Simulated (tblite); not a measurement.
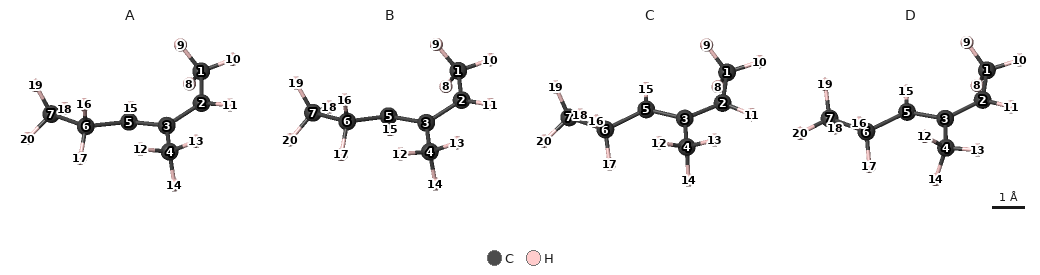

4 geometries from one relaxation of C7H13 (multiplicity 2), in shuffled order. The picture is a ball-and-stick view, seen from a free direction.

Computed with GFN2-xTB geometry optimisation, gas phase in tblite 0.8.0. 

Put them in the order of the run, from the start to the converged end.

Answer. B, A, C, D. They are steps 0, 20, 41, 117, at +26.1 kcal/mol, +7.44 kcal/mol, +1.75 kcal/mol relative to the last. Over 117 geometry steps the energy falls by 26.1 kcal/mol. The atom that moves furthest after the best rigid fit is H15 (1.26 Å). Largest moves by element: H 1.26 Å, C 0.34 Å. Near-neighbour distances that change, for instance: C3–C5 1.456 → 1.382 Å, C6–H17 1.126 → 1.097 Å, C4–H14 1.118 → 1.089 Å, C5–H15 1.102 → 1.078 Å. Among the angles between lasting bonds that change: C1–C2–C3 117.3° → 124.9°, C3–C5–C6 116.4° → 124.0°, C4–C3–C5 126.0° → 118.6°. Groups turn about C6–C7 by about 55°, C3–C4 by about 20°.
